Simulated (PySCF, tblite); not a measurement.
# C5H13FSi3: geometry, infrared bands and NMR shifts

What infrared bands and NMR shifts should C5H13FSi3 (`CC#CC[Si]([SiH3])([SiH3])CF`) show?

The runs use tblite 0.8.0 and PySCF 2.14.0, with density-fitted response routines of our own; the level of theory stands in each step. All values are computed, except where a source is named. Atoms are numbered from 0 throughout.

### 1 Starting geometry

22 atoms, charge 0, multiplicity 1; geometry from: force field or distance geometry start.

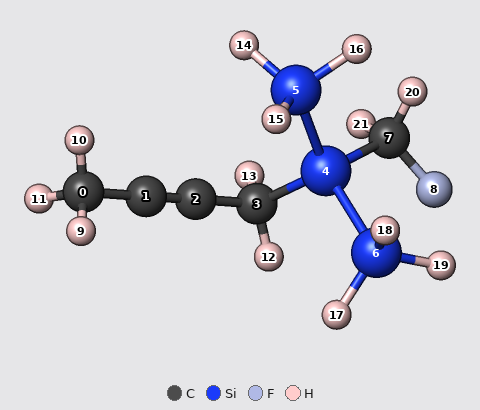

As it starts; carbon dark grey, silicon blue, fluorine light blue, hydrogen pink, atoms numbered.

### 2 Relaxing the molecule with GFN2-xTB

The job: settings as JSON, then the geometry in Å.

```
{"job": {"kind": "relax", "xc": "GFN2-xTB", "basis": "xTB"}, "charge": 0, "multiplicity": 1}
C      3.680900     1.242600    -0.585100
C      2.560500     0.319100    -0.275300
C      1.678500    -0.449700     0.017000
C      0.592500    -1.380200     0.335600
Si    -0.984800    -0.441000     0.237900
Si    -0.799000     1.699000     0.809700
Si    -1.889600    -0.557900    -1.819500
C     -2.170100    -1.311600     1.407800
F     -2.881400    -2.214300     0.637400
H      3.747300     1.438200    -1.653500
H      3.565000     2.144000     0.047900
H      4.653100     0.794400    -0.284100
H      0.537100    -2.211800    -0.406500
H      0.775900    -1.834500     1.350500
H      0.160500     1.934100     1.903600
H     -0.486400     2.490600    -0.366300
H     -2.137800     2.130400     1.288400
H     -0.928200    -1.112400    -2.793100
H     -2.294600     0.791400    -2.248000
H     -3.037800    -1.477400    -1.717000
H     -2.806100    -0.570700     1.931900
H     -1.545800    -1.803600     2.179800
```

Command:

```console
> OMP_NUM_THREADS=1 python probes_run.py task.json out
```

This one command runs all jobs of the session in turn.

**Question.** This job is followed by: GFN2-xTB harmonic vibrations, gas phase; GIAO PBE0/pcSseg-1 NMR shielding, non-relativistic, gas phase. Predict these results of the whole session: strongest single infrared mode (GFN2-xTB); zero-point energy (GFN2-xTB); ¹³C shifts against TMS (PBE0/pcSseg-1); ¹H shifts against TMS (PBE0/pcSseg-1, means over atoms taken as alike); ²⁹Si shifts against TMS (PBE0/pcSseg-1, means over atoms taken as alike); ¹⁹F shifts against CFCl3 (PBE0/pcSseg-1).

**Answer**, as computed:

```
                                                                quantity                           value
                               strongest single infrared mode (GFN2-xTB)            763 cm⁻¹, 532 km/mol
                                            zero-point energy (GFN2-xTB)                   94.2 kcal/mol
                                  ¹³C shifts against TMS (PBE0/pcSseg-1)  82.5, 82.4, 81.6, 6.0, 4.7 ppm
  ¹H shifts against TMS (PBE0/pcSseg-1, means over atoms taken as alike)      4.84, 3.54, 2.12, 1.94 ppm
²⁹Si shifts against TMS (PBE0/pcSseg-1, means over atoms taken as alike)               -44.3, -115.8 ppm
                                ¹⁹F shifts against CFCl3 (PBE0/pcSseg-1)                      -283.4 ppm
```

What this shows: Over 196 steps the energy fell by 0.754 eV; of the close pairs, Si4–Si5 changed most, 2.223 to 2.335 Å. The lowest mode is imaginary (23i cm⁻¹), so the xTB geometry is not a minimum. The strongest single mode, at 763 cm⁻¹, is spread over many atoms; the largest shares are those of H19, H17. Unscaled tight-binding wavenumbers are off by several per cent, some by more. Its intensities can rank the bands wrongly. The most deshielded hydrogen is H20, H21 (mean) (hydrogen on an sp3 CH2 bonded to F and Si), at 4.84 ppm: its carbon carries F, hence the downfield position.
